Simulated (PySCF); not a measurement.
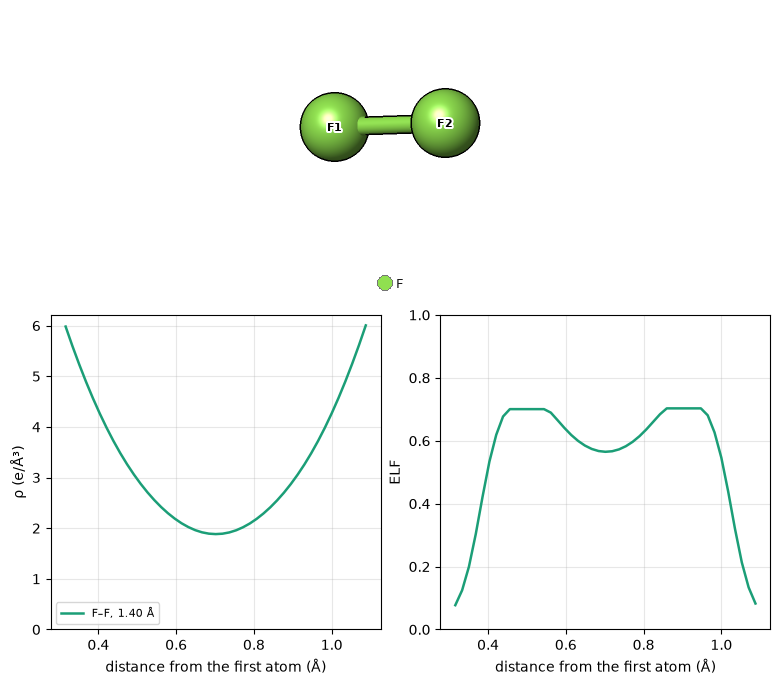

The picture shows: F2 (fluorine). Electron density and ELF along straight lines between neighbouring atoms. The curves leave out the atomic cores. The structure is drawn too.

Geometry: GFN2-xTB.

Method: PySCF 2.14.0, PBE0/pcSseg-1, SCF density, gas phase, non-relativistic.

```json
{"atom": "F", "x (Å)": "0.7031", "y (Å)": "-0.0028", "z (Å)": "-0.0029"}
{"atom": "F", "x (Å)": "-0.7003", "y (Å)": "0.0041", "z (Å)": "-0.0112"}
```

**What can be read from the curves?**

F–F (1.40 Å): ρ is about 1.9 e/Å³ halfway; the ELF peaks at about 0.70 between the atoms.
